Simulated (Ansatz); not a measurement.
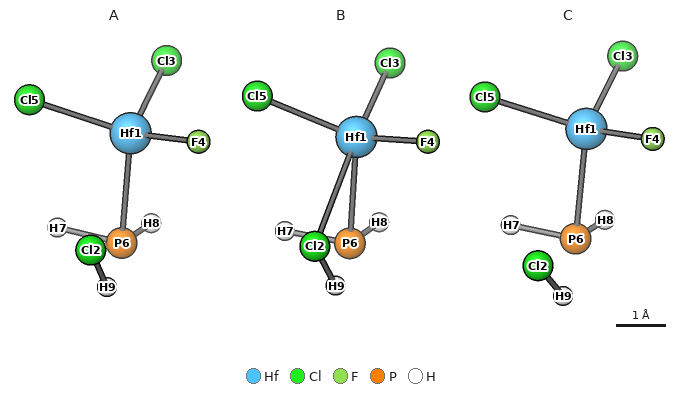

3 geometries from one relaxation of HfPH$_{3}$Cl$_{3}$F, in shuffled order. A ball-and-stick model, seen from a free direction.

The run prepares an end point of a later path (reaction) calculation, from a guessed geometry.

Theory: Ansatz, RKS PBE0-D4/def2-SVP. Set-up: no spin polarisation; force threshold 0.03 eV/Å; at most 50 steps.

Question: Put them in the order of the run, from the start to the converged end.

Answer: C, A, B. They are steps 0, 2, 9, at +2.25 kcal/mol, +0.70 kcal/mol relative to the last. The energy falls by 2.25 kcal/mol in 8 accepted moves (9 points after the start). The largest force component goes from 1 to 0.023 eV/Å. The line search rejected the trial step at point 7 of the run. Cl2 moves most after the best rigid fit: 0.47 Å. Largest moves by element: Cl 0.47 Å, H 0.24 Å, Hf 0.24 Å, P 0.12 Å, F 0.09 Å. Near-neighbour distances that change, for instance: Hf1–Cl2 3.716 → 3.014 Å, Hf1–P6 2.578 → 2.624 Å, Cl2–H9 1.334 → 1.307 Å, Hf1–Cl5 2.338 → 2.352 Å. New bonds form, among them: Hf1–Cl2 (3.72 → 3.01 Å). Bond angles that change, for instance: Cl5–Hf1–P6 109.1° → 115.8°, Cl3–Hf1–Cl5 109.8° → 104.6°, Cl3–Hf1–P6 106.2° → 101.2°. Cost: 19 s on 4 threads of Intel(R) Xeon(R) 6975P-C (Granite Rapids) (shared host), peak memory 0.4 GiB.

Limits of the set-up: the start holds two separate molecules, 2.6 Å apart at their closest, whose relative position is a soft coordinate.
